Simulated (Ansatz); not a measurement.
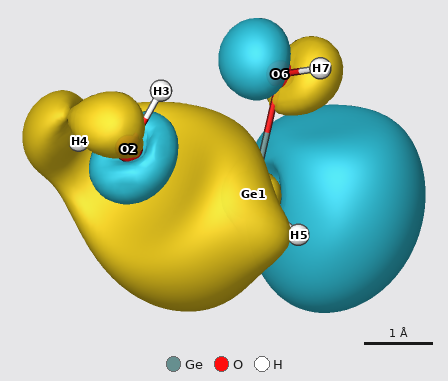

GeH2O···H2O. One frontier orbital at ±0.08 Å⁻³ᐟ² (yellow and cyan are the two phases), seen across its widest extent.

All numbers below come from RKS B3LYP-D4/def2-SVP (Ansatz 0.2.0).

```tsv
atom	x (Å)	y (Å)	z (Å)
Ge	0.0456	0.0801	-0.8164
O	0.9734	0.1634	1.2951
H	0.5245	-0.7080	1.3783
H	1.9158	-0.0518	1.2252
H	-1.1792	1.0137	-0.3169
O	-0.5998	-1.4836	-0.0349
H	-1.4991	-1.3847	0.3057
```

Question: Which orbital is it: HOMO or LUMO?

Answer: The LUMO, at −0.96 eV. By Hirshfeld shares it lies mainly on Ge1 (about 75 %), O2 (about 10 %) and O6 (about 5 %).
